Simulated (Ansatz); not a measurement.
The relaxed structure here is a generated cell of CdS: the first start was made by a random draw of sites in a space group, and the end was not matched to a known phase here, so it may be hypothetical. Known forms of CdS include space group No. 186, 216.

The end point of a relaxation of CdS. Space group P6₃/mmc (No. 194), NiAs type. All values below come from r2SCAN (plane waves to 500 eV, PAW, scalar-relativistic; Ansatz, a quantum-chemistry and plane-wave program).

```cif
data_Cd2S2
_chemical_formula_sum 'Cd2 S2'
_space_group_name_H-M_alt 'P 1'
_space_group_IT_number 1
_cell_length_a 3.84172
_cell_length_b 3.84172
_cell_length_c 6.44843
_cell_angle_alpha 90.000
_cell_angle_beta 90.000
_cell_angle_gamma 120.000
loop_
_space_group_symop_operation_xyz
  'x, y, z'
loop_
_atom_site_label
_atom_site_type_symbol
_atom_site_fract_x
_atom_site_fract_y
_atom_site_fract_z
_atom_site_occupancy
Cd1 Cd 0.00000 0.00000 0.00000 1
Cd2 Cd 0.00000 0.00000 0.50000 1
S1 S 0.66667 0.33333 0.75000 1
S2 S 0.33333 0.66667 0.25000 1
```

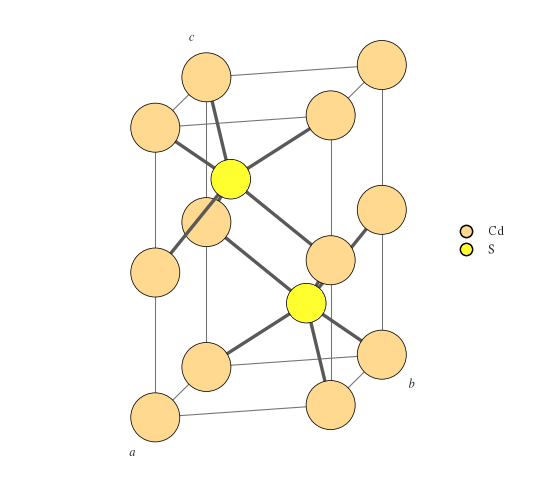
*The conventional cell of the relaxed structure*

```json
{
 "volume_per_atom": "20.61 Å³",
 "band_gap": "1.25 eV, direct at Γ (no spin-orbit coupling)",
 "shortest_distances": "Cd–S 2.74 Å; Cd–Cd 3.22 Å",
 "k-mesh": "10×10×5"
}
```

Band energies at high-symmetry points (eV from the VBM; labels of this space group; no spin-orbit coupling), from −5 eV up to 4.6 eV:

```json
[
 {"point": "Γ", "energies": "-4.92 -0.96 -0.79 -0.79 0.00 0.00 1.25 3.99"},
 {"point": "M", "energies": "-4.49 -3.80 -3.14 -2.11 -1.43 -0.05 2.95 4.21 4.33"},
 {"point": "K", "energies": "-4.83 -3.04 -2.28 -2.28 -1.98 -1.98 1.46"},
 {"point": "A", "energies": "-3.51 -3.51 -0.37 -0.37 -0.37 -0.37 3.64 3.64"},
 {"point": "L", "energies": "-4.68 -4.68 -1.35 -1.35 -1.19 -1.19 2.55 2.55"},
 {"point": "H", "energies": "-4.21 -4.21 -3.41 -3.41 -0.37 -0.37 4.06 4.06"}
]
```

No spin polarisation in the result.

The run could not lose the symmetry of its start, so the end can be a saddle point.
